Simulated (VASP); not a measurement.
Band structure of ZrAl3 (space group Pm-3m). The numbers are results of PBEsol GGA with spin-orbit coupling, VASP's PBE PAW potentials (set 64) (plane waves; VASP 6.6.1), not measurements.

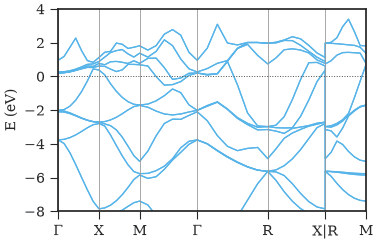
Bands along high-symmetry lines, zero at the valence-band maximum or, without a gap, the Fermi level

### Question
Read the plot: is there a gap, and where are the band edges?

### Answer
It has no gap at this level: it comes out as a metal or semimetal.

The structure comes from a computed database's ZrAl3 entry (Pm-3m); how it stands against other phases isn't given here. It was relaxed first.
